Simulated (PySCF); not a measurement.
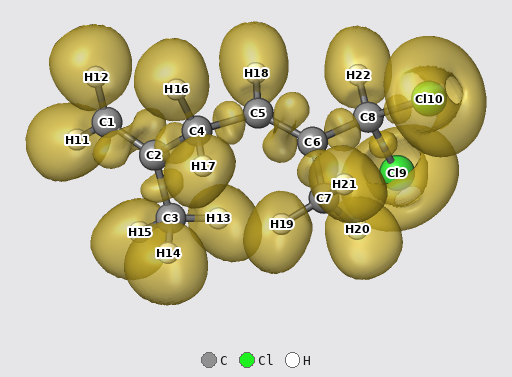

Figure. C8H12Cl2. Isosurface of the electron localisation function at 0.8 (yellow), seen at a tilt. Core shells and regions of very low density are left out.

Geometry: GFN2-xTB.

Method: PySCF, PBE0/pcSseg-1, SCF density, gas phase, non-relativistic.

```csv
atom,x (Å),y (Å),z (Å)
C,-2.1836,1.0903,1.9949
C,-1.6547,0.3867,1.0082
C,-2.1698,0.4377,-0.3966
C,-0.4577,-0.5118,1.2180
C,0.7530,0.1224,0.6073
C,1.4049,-0.2749,-0.4826
C,1.0819,-1.4775,-1.3151
C,2.5864,0.5167,-0.9403
Cl,2.2875,1.2219,-2.5587
Cl,4.0501,-0.5023,-1.0238
H,-3.0300,1.7384,1.8411
H,-1.7973,1.0460,2.9994
H,-1.3760,0.7471,-1.0758
H,-2.5097,-0.5489,-0.7111
H,-2.9997,1.1337,-0.4834
H,-0.2810,-0.6368,2.2879
H,-0.6502,-1.4921,0.7828
H,1.0821,1.0192,1.1170
H,0.0527,-1.7929,-1.1820
H,1.2444,-1.2512,-2.3666
H,1.7388,-2.3038,-1.0451
H,2.8175,1.3515,-0.2764
```

### Identify the bonds, lone pairs and shells in this picture.

At this value the surface marks out seven regions between bonded C–C atoms (shared pairs), two regions between bonded C–Cl atoms (shared pairs), twelve regions around hydrogen nuclei and two rings or bowls of non-bonding electrons around Cl. Profiles from the grid: C–C (1.32 Å): the ELF peaks at about 0.90 between the atoms: a short, multiple covalent bond. C–Cl (1.79 Å): the ELF peaks at about 0.90 between the atoms, as expected for a shared electron pair.
